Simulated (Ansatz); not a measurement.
**NF3 (SMILES FN(F)F), step by step**

Aim: a series of 38 runs (wB97X-V/def2-SVP, U-wB97X-V/def2-SVP, PBE/def2-TZVPP, UPBE/def2-TZVPP, B3LYP/def2-TZVPP, UB3LYP/def2-TZVPP, HF/def2-TZVPP, UHF/def2-TZVPP, and more) of F3N and its partners. 

Program for the calculation: Ansatz 0.2.0.

## (1) Starting point

The species is NF3 (4 atoms), meant as a singlet with charge 0. SMILES: `FN(F)F`. The coordinates come from a PBE0-D4/def2-TZVP relaxation. The run starts from this shape.

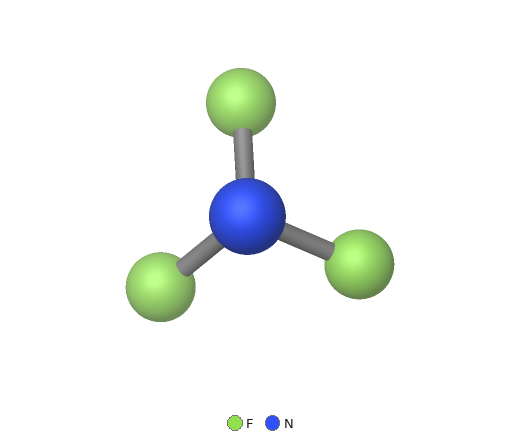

The structure, seen from a chosen angle (fluorine green, nitrogen blue).

## (2) A geometry optimisation at wB97X-V/def2-SVP (paw set gaussian, start density atoms) (run 1)

in.yaml reads:

```yaml
crystal:
  periodic: [false, false, false]
  atoms:
    - {symbol: F, position_ang: [0.614010, 0.000340, 1.066930]}
    - {symbol: "N", position_ang: [0.353420, -0.074150, -0.266250]}
    - {symbol: F, position_ang: [-0.636280, -1.006490, -0.312240]}
    - {symbol: F, position_ang: [-0.331150, 1.080310, -0.488440]}
basis:
  gaussian:
    orbitals: def2-SVP
relax: {}
hamiltonian:
  xc: {name: wB97X-V}
```

Launch:

```bash
$ ansatz run in.yaml --threads 1 --pin off --max-ram 3480MiB --events-out events.jsonl --progress --plain --runs-dir runs
```

Standard output:

```text
Warning: RAYON_NUM_THREADS=1 ignored (pool sized by the plan → 1); use --threads N
The last accepted step is kept in runs//last_step.txt (removed where the run ends without a failure and the disk answers)
[... 46 lines left out ...]
Total energy: -9624.23154355 eV, -353.6839856871 hartree
[... 4 lines left out ...]
Dipole moment:     0.014096    -0.002952    -0.010617 e Å
```

It took 15 s on 1 thread of Intel Xeon Platinum 8259CL at 2.50GHz (Skylake/Cascade Lake), shared host; peak memory 0.16 GiB.

Step by step:

```csv
step,energy from the first frame kept (eV),largest force (eV/Å)
1,0.0000,0.3805
2,-0.0016,0.1065
3,-0.0019,0.0019
```

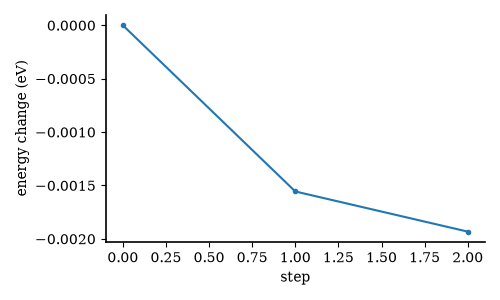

Energy along the run.

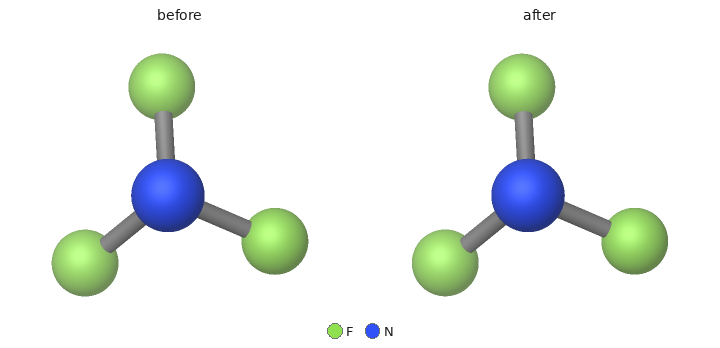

Before and after, at one scale.

After the run. Bond lengths: F1–N2 1.355 Å, N2–F3 1.355 Å, N2–F4 1.355 Å. Angles: F1–N2–F3 102.4°, F1–N2–F4 102.4°, F3–N2–F4 102.4°.

## (3) The doublet cation: a structure relaxation at U-wB97X-V/def2-SVP (paw set gaussian, start density atoms) (run 2)

input.yaml reads:

```yaml
crystal:
  periodic: [false, false, false]
  atoms:
    - symbol: F
      position_ang: [0.614010, 0.000340, 1.066930]
    - symbol: "N"
      position_ang: [0.353420, -0.074150, -0.266250]
    - symbol: F
      position_ang: [-0.636280, -1.006490, -0.312240]
    - symbol: F
      position_ang: [-0.331150, 1.080310, -0.488440]
basis:
  gaussian:
    orbitals: def2-SVP
total_charge: 1
magnetization:
  spin_polarized: true
  initial_magnetization: 1
hamiltonian:
  xc: {name: wB97X-V}
relax: {}
```

Launch:

```bash
$ ansatz run input.yaml --threads 1 --pin off --max-ram 3480MiB --events-out events.jsonl --progress --plain --runs-dir runs
```

Standard output:

```text
Warning: RAYON_NUM_THREADS=1 ignored (pool sized by the plan → 1); use --threads N
The last accepted step is kept in runs//last_step.txt (removed where the run ends without a failure and the disk answers)
[... 61 lines left out ...]
Total energy: -9612.12298475 eV, -353.2390043584 hartree
[... 4 lines left out ...]
Dipole moment:     0.066271    -0.013906    -0.049924 e Å
```

Wall time 36 s (1 thread of Intel Xeon Platinum 8259CL at 2.50GHz (Skylake/Cascade Lake), shared host); peak memory 0.21 GiB.

The path in brief:

```csv
step,energy from the first frame kept (eV),largest force (eV/Å)
1,0.0000,8.8885
2,-0.9443,3.1604
3,-1.2079,0.8603
4,-1.2297,0.1164
5,-1.2305,0.0061
```

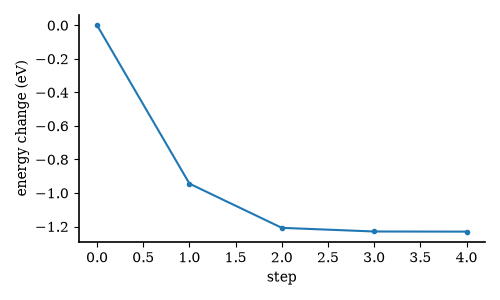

Energy along the run.

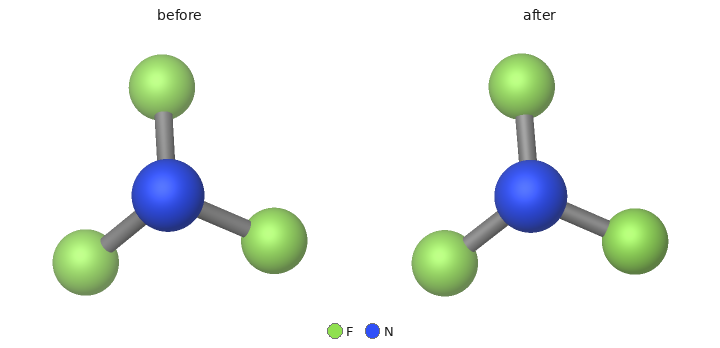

Before and after, at one scale.

After the run. Bond lengths: F1–N2 1.273 Å, N2–F3 1.273 Å, N2–F4 1.273 Å. Angles: F1–N2–F3 114.1°, F1–N2–F4 114.1°, F3–N2–F4 114.1°.

Runs 5 to 8 aren't shown in full; the table further down has their settings and results.

## (4) A single-point energy at B3LYP/def2-TZVPP (paw set gaussian, start density atoms) (run 10)

in.yaml reads:

```yaml
basis:
  gaussian: {orbitals: def2-TZVPP}
crystal:
  periodic: [false, false, false]
  atoms:
    - {symbol: F, position_ang: [0.613917, 0.000086, 1.063942]}
    - {symbol: "N", position_ang: [0.349301, -0.073288, -0.263149]}
    - {symbol: F, position_ang: [-0.633861, -1.004712, -0.312461]}
    - {symbol: F, position_ang: [-0.329357, 1.077924, -0.488331]}
total_charge: 0
hamiltonian: {xc: {name: B3LYP}}
```

Launch:

```bash
$ ansatz run in.yaml --threads 1 --pin off --max-ram 3480MiB --events-out events.jsonl --progress --plain --runs-dir runs
```

Standard output:

```text
Warning: RAYON_NUM_THREADS=1 ignored (pool sized by the plan → 1); use --threads N
Functional definition: B3LYP
  name "B3LYP"
  parameter a0 = 0.2
  parameter ax = 0.72
  parameter ac = 0.81
  exchange = (1 - a0 - ax)*slater_x + ax*b88_x + a0*exact_x
  correlation = (1 - ac)*vwn_rpa_c + ac*lyp_c
623 factors; their error is unknown
mean field evaluation 1: about -9637.1681 eV, gradient 4.2e1 eV
mean field evaluation 2: about -9631.5950 eV, gradient 7.7e1 eV
mean field evaluation 4: about -9639.4272 eV, gradient 1.4e0 eV
mean field evaluation 8: about -9639.4567 eV, gradient 2.7e-2 eV
mean field -9639.45667477 eV, -354.2434989393 hartree, gradient 7.6e-5 eV, S^2 0.000000; 0 other end points of the search recorded, 0 dependent functions left out
reference -9639.45680732 eV, -354.2435038104 hartree; 17, 17 occupied and 107, 107 virtual orbitals, 623 factors
Total energy: -9639.45680732 eV, -354.2435038104 hartree
```

Wall time 1.7 s (1 thread of Intel Xeon Platinum 8259CL at 2.50GHz (Skylake/Cascade Lake), shared host); peak memory 0.18 GiB.

Runs 11 to 61 aren't shown in full; the table further down has their settings and results.

## (5) The F atom: a single-point energy at UBLYP/def2-TZVPP (paw set gaussian, start density atoms) (run 63)

in.yaml reads:

```yaml
basis:
  gaussian: {orbitals: def2-TZVPP}
crystal:
  periodic: [false, false, false]
  atoms:
    - {symbol: F, position_ang: [-0.636280, -1.006490, -0.312240]}
hamiltonian: {xc: {name: BLYP}}
magnetization: {spin_polarized: true, initial_magnetization: 1}
```

Run the same way, it converges to -99.76086 Eh (log not shown).

## (6) Overview of the runs

```csv
run,level,task,broken bond,partner,energy (Eh),wall time
1,"wB97X-V/def2-SVP (paw set gaussian, start density atoms)",optimise,–,base,-353.683986,15 s
2,"U-wB97X-V/def2-SVP (paw set gaussian, start density atoms)",optimise,–,cation,-353.239004,36 s
5,"PBE/def2-TZVPP (paw set gaussian, start density atoms)",energy,–,base,-353.927352,1.3 s
6,"UPBE/def2-TZVPP (paw set gaussian, start density atoms)",energy,–,cation,-353.484012,2.4 s
8,"UPBE/def2-TZVPP (paw set gaussian, start density atoms)",energy,"(3, 2)",fragment,-99.669123,0.34 s
10,"B3LYP/def2-TZVPP (paw set gaussian, start density atoms)",energy,–,base,-354.243504,1.7 s
11,"UB3LYP/def2-TZVPP (paw set gaussian, start density atoms)",energy,–,cation,-353.788008,3.3 s
13,"UB3LYP/def2-TZVPP (paw set gaussian, start density atoms)",energy,"(3, 2)",fragment,-99.770147,0.26 s
15,"HF/def2-TZVPP (paw set gaussian, start density atoms)",energy,–,base,-352.699905,0.97 s
16,"UHF/def2-TZVPP (paw set gaussian, start density atoms)",energy,–,cation,-352.282906,1.8 s
18,"UHF/def2-TZVPP (paw set gaussian, start density atoms)",energy,"(3, 2)",fragment,-99.411798,0.14 s
20,"MP2/def2-TZVPP (paw set gaussian, start density atoms)",energy,–,base,-353.657102,2 s
21,"UMP2/def2-TZVPP (paw set gaussian, start density atoms)",energy,–,cation,-353.198551,3.3 s
23,"UMP2/def2-TZVPP (paw set gaussian, start density atoms)",energy,"(3, 2)",fragment,-99.609588,0.26 s
25,"wB97M-V/def2-TZVPP (paw set gaussian, start density atoms)",energy,–,base,-354.164765,5.1 s
26,"U-wB97M-V/def2-TZVPP (paw set gaussian, start density atoms)",energy,–,cation,-353.710648,8.7 s
28,"U-wB97M-V/def2-TZVPP (paw set gaussian, start density atoms)",energy,"(3, 2)",fragment,-99.745271,0.65 s
30,"r2SCAN/def2-TZVPP (paw set gaussian, start density atoms)",energy,–,base,-354.102776,2.8 s
31,"U-r2SCAN/def2-TZVPP (paw set gaussian, start density atoms)",energy,–,cation,-353.656808,4.5 s
33,"U-r2SCAN/def2-TZVPP (paw set gaussian, start density atoms)",energy,"(3, 2)",fragment,-99.727635,0.59 s
35,"PBE0-D4/def2-TZVPP (paw set gaussian, start density atoms)",energy,–,base,-353.906356,1.7 s
36,"UPBE0-D4/def2-TZVPP (paw set gaussian, start density atoms)",energy,–,cation,-353.460054,3.3 s
38,"UPBE0-D4/def2-TZVPP (paw set gaussian, start density atoms)",energy,"(3, 2)",fragment,-99.676173,0.24 s
40,"SVWN5/def2-TZVPP (paw set gaussian, start density atoms)",energy,–,base,-351.951313,0.83 s
41,"USVWN5/def2-TZVPP (paw set gaussian, start density atoms)",energy,–,cation,-351.505438,1.2 s
43,"USVWN5/def2-TZVPP (paw set gaussian, start density atoms)",energy,"(3, 2)",fragment,-99.107405,0.22 s
45,"B2PLYP/def2-TZVPP (paw set gaussian, start density atoms)",energy,–,base,-354.046776,4.2 s
46,"UB2PLYP/def2-TZVPP (paw set gaussian, start density atoms)",energy,–,cation,-353.593174,5.1 s
48,"UB2PLYP/def2-TZVPP (paw set gaussian, start density atoms)",energy,"(3, 2)",fragment,-99.718571,0.34 s
50,"RPA@PBE/def2-TZVPP (paw set gaussian, start density atoms)",energy,–,base,-354.072684,3.3 s
51,"RPA@PBE/def2-TZVPP (paw set gaussian, start density atoms)",energy,–,cation,-353.608670,4.5 s
53,"RPA@PBE/def2-TZVPP (paw set gaussian, start density atoms)",energy,"(3, 2)",fragment,-99.736200,0.69 s
55,"CAM-B3LYP/def2-TZVPP (paw set gaussian, start density atoms)",energy,–,base,-354.159220,2.2 s
56,"UCAM-B3LYP/def2-TZVPP (paw set gaussian, start density atoms)",energy,–,cation,-353.702910,3.9 s
58,"UCAM-B3LYP/def2-TZVPP (paw set gaussian, start density atoms)",energy,"(3, 2)",fragment,-99.746850,0.36 s
60,"BLYP/def2-TZVPP (paw set gaussian, start density atoms)",energy,–,base,-354.231928,1.2 s
61,"UBLYP/def2-TZVPP (paw set gaussian, start density atoms)",energy,–,cation,-353.784443,2.3 s
63,"UBLYP/def2-TZVPP (paw set gaussian, start density atoms)",energy,"(3, 2)",fragment,-99.760861,0.34 s
```

## (7) Results

| quantity | value |
| --- | --- |
| F atom, run 63: total energy | -99.76086 Eh |
| F atom, run 63: ⟨S²⟩ | 0.751 |
| adiabatic ionisation energy (to the doublet cation, shapes relaxed at wB97X-V/def2-SVP, no zero-point term), PBE/def2-TZVPP | 12.064 eV |
| adiabatic ionisation energy (to the doublet cation, shapes relaxed at wB97X-V/def2-SVP, no zero-point term), wB97M-V/def2-TZVPP | 12.357 eV |
| adiabatic ionisation energy (to the doublet cation, shapes relaxed at wB97X-V/def2-SVP, no zero-point term), PBE0-D4/def2-TZVPP | 12.144 eV |
| adiabatic ionisation energy (to the doublet cation, shapes relaxed at wB97X-V/def2-SVP, no zero-point term), SVWN5/def2-TZVPP | 12.133 eV |
| adiabatic ionisation energy (to the doublet cation, shapes relaxed at wB97X-V/def2-SVP, no zero-point term), B2PLYP/def2-TZVPP | 12.343 eV |
| adiabatic ionisation energy (to the doublet cation, shapes relaxed at wB97X-V/def2-SVP, no zero-point term), RPA@PBE/def2-TZVPP | 12.626 eV |
| adiabatic ionisation energy (to the doublet cation, shapes relaxed at wB97X-V/def2-SVP, no zero-point term), CAM-B3LYP/def2-TZVPP | 12.417 eV |
| adiabatic ionisation energy (to the doublet cation, shapes relaxed at wB97X-V/def2-SVP, no zero-point term), BLYP/def2-TZVPP | 12.177 eV |

At PBE/def2-TZVPP: the adiabatic ionisation energy (to the doublet cation, shapes relaxed at wB97X-V/def2-SVP, no zero-point term) is 12.06 eV (1164 kJ/mol). At wB97M-V/def2-TZVPP: the adiabatic ionisation energy (to the doublet cation, shapes relaxed at wB97X-V/def2-SVP, no zero-point term) is 12.36 eV (285 kcal/mol). At PBE0-D4/def2-TZVPP: the adiabatic ionisation energy (to the doublet cation, shapes relaxed at wB97X-V/def2-SVP, no zero-point term) is 12.14 eV (1172 kJ/mol). At SVWN5/def2-TZVPP: the adiabatic ionisation energy (to the doublet cation, shapes relaxed at wB97X-V/def2-SVP, no zero-point term) is 12.13 eV (280 kcal/mol). At B2PLYP/def2-TZVPP: the adiabatic ionisation energy (to the doublet cation, shapes relaxed at wB97X-V/def2-SVP, no zero-point term) is 12.34 eV (1191 kJ/mol). At RPA@PBE/def2-TZVPP: the adiabatic ionisation energy (to the doublet cation, shapes relaxed at wB97X-V/def2-SVP, no zero-point term) is 12.63 eV (1218 kJ/mol). Totals of different functionals can't be ranked against each other. All runs together took 2.1 min, the longest 36 s.
